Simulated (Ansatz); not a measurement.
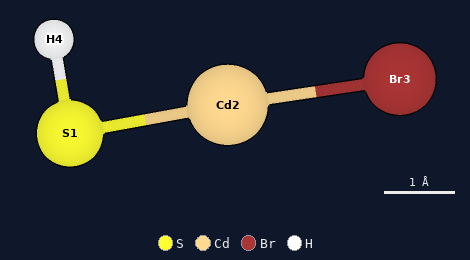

Fig. 1: The structure as given in the input (ball-and-stick view, seen on its broad side; atoms are numbered from 1 in the order of the input). Sticks mark near contacts. Bond lengths as drawn: Br–Cd 2.49 Å, Cd–S 2.29 Å and H–S 1.36 Å.

**What a change does: single-point calculation on CdHSBr**

System: CdHSBr, SMILES [SH][Cd][Br].
Method of run 1: RHF-CCSD(T), frozen core/def2-TZVPP (Ansatz 0.2.0).

The geometry: displaced from PBE0-D4/def2-TZVP. Text and figures count atoms from 1; the logs count them from 0 in places.

**Input, run 1**
```yaml
crystal:
  periodic: [false, false, false]
  atoms:
    - {symbol: S, position_ang: [-1.675564, 0.297536, -0.408634]}
    - {symbol: Cd, position_ang: [0.379335, -0.395992, 0.334000]}
    - {symbol: Br, position_ang: [2.574926, -1.197539, 1.191496]}
    - {symbol: H, position_ang: [-1.063951, 1.251832, -1.168672]}
basis:
  gaussian: {orbitals: def2-TZVPP}
correlation: {method: ccsd_t}
output: {forces: true}
```

Hardware: 4 CPU threads, shared host.

**Output (run 1)**
```
Functional definition: HF
  exchange = exact_x
  correlation = 0
1028 factors; integrals over basis functions are off by at most 8.6e-4 eV
mean field evaluation 1: about -85374.0457 eV, gradient 2.0e1 eV
mean field evaluation 2: about -85374.3496 eV, gradient 2.0e1 eV
mean field evaluation 4: about -85375.7858 eV, gradient 2.2e0 eV
mean field evaluation 8: about -85375.8146 eV, gradient 3.0e-1 eV
mean field evaluation 16: about -85375.8151 eV, gradient 1.4e-6 eV
mean field -85375.81513486 eV, -3137.5033364002 hartree, gradient 1.4e-6 eV, S^2 0.000000; 0 other end points of the search recorded, 0 dependent functions left out
14 core orbitals not correlated: weight in the atoms' cores, before any rotation towards them, 1.000 or more for the frozen orbitals, at most 0.000 for the correlated occupied ones
reference -85375.81513486 eV, -3137.5033364002 hartree; 22, 22 occupied and 124, 124 virtual orbitals, 1028 factors
second order -31.43195187 eV of doubles, -0.00000000 eV of singles
cycle   1  -30.40579722 eV  change     1.0e0 eV  update   1.1e-1
cycle   2  -31.08616684 eV  change   -6.8e-1 eV  update   3.1e-2
cycle   3  -31.20383751 eV  change   -1.2e-1 eV  update   1.9e-2
cycle   4  -31.15211406 eV  change    5.2e-2 eV  update   6.5e-3
cycle   5  -31.15182832 eV  change    2.9e-4 eV  update   2.6e-3
cycle   6  -31.15455202 eV  change   -2.7e-3 eV  update   6.5e-4
cycle   7  -31.15399911 eV  change    5.5e-4 eV  update   2.3e-4
cycle   8  -31.15397676 eV  change    2.2e-5 eV  update   7.2e-5
cycle   9  -31.15405118 eV  change   -7.4e-5 eV  update   2.7e-5
cycle  10  -31.15403989 eV  change    1.1e-5 eV  update   8.9e-6
cycle  11  -31.15403520 eV  change    4.7e-6 eV  update   3.3e-6
perturbative correction -1.03618745 eV, -0.0380791863 hartree
the calculation of the forces begins
Total energy: -85408.00535751 eV, -3138.6863052631 hartree
Atom 0 at    -1.675564     0.297536    -0.408634 Å, force    -0.092253     0.571307    -0.493137 eV/Å
Atom 1 at     0.379335    -0.395992     0.334000 Å, force     1.148090    -0.495262     0.516394 eV/Å
Atom 2 at     2.574926    -1.197539     1.191496 Å, force    -0.705129     0.271383    -0.290212 eV/Å
Atom 3 at    -1.063951     1.251832    -1.168672 Å, force    -0.350708    -0.347429     0.266955 eV/Å
Dipole moment:    -0.200106     0.201777    -0.190239 e Å
```

The input of run 2 differs as follows (lines with − go, lines with + come):
```diff
-    - {symbol: S, position_ang: [-1.675564, 0.297536, -0.408634]}
-    - {symbol: Cd, position_ang: [0.379335, -0.395992, 0.334000]}
-    - {symbol: Br, position_ang: [2.574926, -1.197539, 1.191496]}
-    - {symbol: H, position_ang: [-1.063951, 1.251832, -1.168672]}
+    - {symbol: S, position_ang: [-1.658207, 0.264555, -0.363946]}
+    - {symbol: Cd, position_ang: [0.404256, -0.460895, 0.358132]}
+    - {symbol: Br, position_ang: [2.486437, -1.227187, 1.138624]}
+    - {symbol: H, position_ang: [-1.157719, 1.294660, -1.116727]}
```

Predict how the results change.

With the same method and basis, run 2 lies 0.40 kcal/mol lower. The largest force goes from 1.353 to 0.842 eV/Å. The dipole moment goes from 1.64 to 1.09 D.

**Output (run 2)**
```
Functional definition: HF
  exchange = exact_x
  correlation = 0
1028 factors; integrals over basis functions are off by at most 7.6e-4 eV
mean field evaluation 1: about -85374.0238 eV, gradient 2.0e1 eV
mean field evaluation 2: about -85374.3630 eV, gradient 2.0e1 eV
mean field evaluation 4: about -85375.7568 eV, gradient 2.2e0 eV
mean field evaluation 8: about -85375.7832 eV, gradient 2.8e-1 eV
mean field evaluation 16: about -85375.7837 eV, gradient 2.8e-6 eV
mean field -85375.78368461 eV, -3137.5021806246 hartree, gradient 2.8e-6 eV, S^2 0.000000; 0 other end points of the search recorded, 0 dependent functions left out
14 core orbitals not correlated: weight in the atoms' cores, before any rotation towards them, 1.000 or more for the frozen orbitals, at most 0.000 for the correlated occupied ones
reference -85375.78368461 eV, -3137.5021806246 hartree; 22, 22 occupied and 124, 124 virtual orbitals, 1028 factors
second order -31.52110007 eV of doubles, -0.00000000 eV of singles
cycle   1  -30.45251578 eV  change     1.1e0 eV  update   1.1e-1
cycle   2  -31.13723308 eV  change   -6.8e-1 eV  update   3.0e-2
cycle   3  -31.25056750 eV  change   -1.1e-1 eV  update   1.8e-2
cycle   4  -31.20087799 eV  change    5.0e-2 eV  update   5.9e-3
cycle   5  -31.20079366 eV  change    8.4e-5 eV  update   2.4e-3
cycle   6  -31.20317362 eV  change   -2.4e-3 eV  update   5.9e-4
cycle   7  -31.20264548 eV  change    5.3e-4 eV  update   2.1e-4
cycle   8  -31.20264026 eV  change    5.2e-6 eV  update   6.4e-5
cycle   9  -31.20270570 eV  change   -6.5e-5 eV  update   2.5e-5
cycle  10  -31.20269203 eV  change    1.4e-5 eV  update   8.3e-6
cycle  11  -31.20269014 eV  change    1.9e-6 eV  update   3.2e-6
perturbative correction -1.03629720 eV, -0.0380832197 hartree
the calculation of the forces begins
Total energy: -85408.02267194 eV, -3138.6869415569 hartree
Atom 0 at    -1.658207     0.264555    -0.363946 Å, force    -0.132865     0.650622    -0.518254 eV/Å
Atom 1 at     0.404256    -0.460895     0.358132 Å, force    -0.332828     0.171639    -0.152059 eV/Å
Atom 2 at     2.486437    -1.227187     1.138624 Å, force     0.675236    -0.253597     0.249752 eV/Å
Atom 3 at    -1.157719     1.294660    -1.116727 Å, force    -0.209543    -0.568664     0.420562 eV/Å
Dipole moment:    -0.085844     0.158986    -0.137255 e Å
```

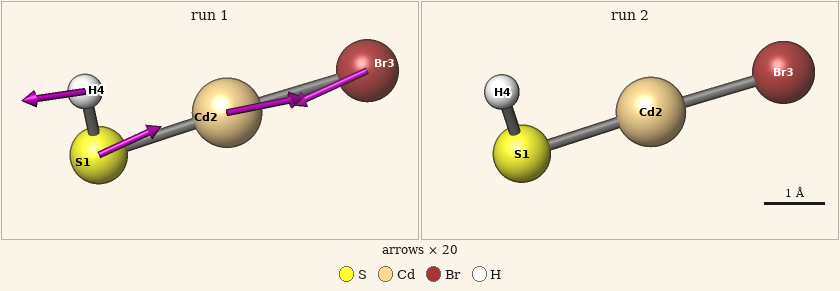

Fig. 2: The two input geometries at one scale (ball-and-stick view, seen at a tilt). The pink arrows on the first give the shifts of the atoms after the best rigid fit, magnified 20 times. Br3 moves most after the best rigid fit: 0.071 Å. By element the largest moves are Br 0.071 Å, Cd 0.069 Å, S 0.058 Å, H 0.056 Å. Among the contacts that change: Cd2–Br3 2.490 → 2.352 Å, S1–Cd2 2.292 → 2.302 Å, S1–H4 1.365 → 1.371 Å.

**The two runs side by side**

```csv
quantity,run 1,run 2
outcome,converged,converged
total energy (hartree),−3138.686305,−3138.686942
dipole moment (D),1.64,1.09
largest force (eV/Å),1.353,0.842
basis functions,160,160
wall time (shared host),5.9 min,5.9 min
```
